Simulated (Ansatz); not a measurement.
CH₃Cl₂NOW (SMILES C[N]=[W](=[O])([Cl])[Cl])

```xyz
9

C     0.8401   -1.3676   -0.0634
N     0.4010   -0.0237    0.0260
W    -0.7890    1.2391    0.0553
O    -2.3050    0.4962   -0.1158
Cl   -0.3931    2.5857   -1.7333
Cl   -0.6607    2.2455    2.0899
H    -0.0020   -2.0573   -0.1844
H     1.3924   -1.6377    0.8419
H     1.5163   -1.4803   -0.9163
```

Geometry: PBE0-D4/def2-TZVP; core potentials replace the inner electrons of W.

Theory: RKS PBE0-D4/def2-TZVPP (Ansatz 0.2.0).

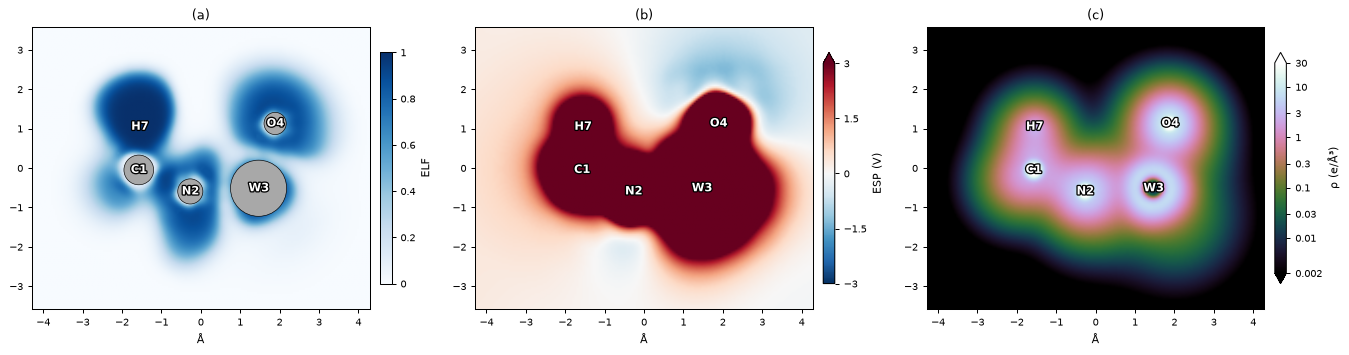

Figure 1. (a) ELF; (b) molecular electrostatic potential; (c) electron density on the plane of atoms N2, C1 and H7. Grey discs cover the atomic cores in the ELF map.

What does the map show?

Answer. The section cuts through C, N, W, O and H sites.
C–N (1.42 Å): the density is about 2 e/Å³ at the midpoint; the ELF peaks at about 0.90 between the atoms, as expected for a shared electron pair.
W–O (1.70 Å): the density is about 1.9 e/Å³ at the midpoint; the ELF peaks at about 0.80 in the valence shell of O, 0.5 Å from its nucleus, and drops to about 0.40 between the two atoms.
W–N (1.74 Å): ρ is about 1.7 e/Å³ halfway; the ELF peaks at about 0.75 in the valence shell of N, 0.5 Å from its nucleus, and drops to about 0.35 between the two atoms.
C–H (1.10 Å): ρ is about 2 e/Å³ halfway; the ELF climbs to about 1 towards the hydrogen, as it does in any bond to H; a covalent bond by its length.
Outside the dense part of the molecule the potential is most negative (−1.3 V) near O4.

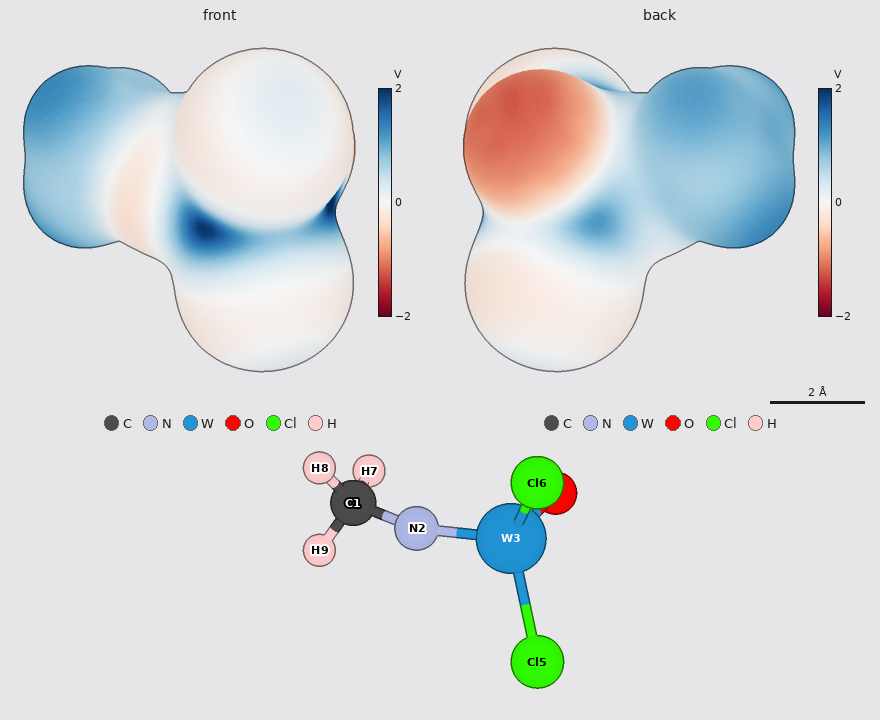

Figure 2. The molecular electrostatic potential painted on the density surface at 0.002 e/bohr³, seen from the front and from behind; the colour scale runs from red (negative) to blue (positive). The bare structure is drawn below in the same view.

Where is the surface potential most negative and most positive?

Answer. The most negative region (about −1.2 V) lies over O4, the most positive (about +1.9 V) over W3. O4 is the likeliest acceptor of a hydrogen bond.

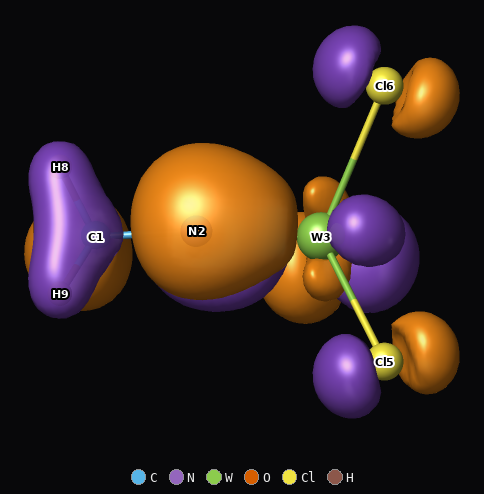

Figure 3. The HOMO at ±0.1 Å⁻³ᐟ² (orange and purple are the two phases), seen at a tilt.

What is the character of this orbital?

Answer. Its weight (Hirshfeld) is mainly on N2 (about 45 %), O4 (about 15 %), W3 (about 15 %) and C1 (about 10 %). Its energy is −8.11 eV.
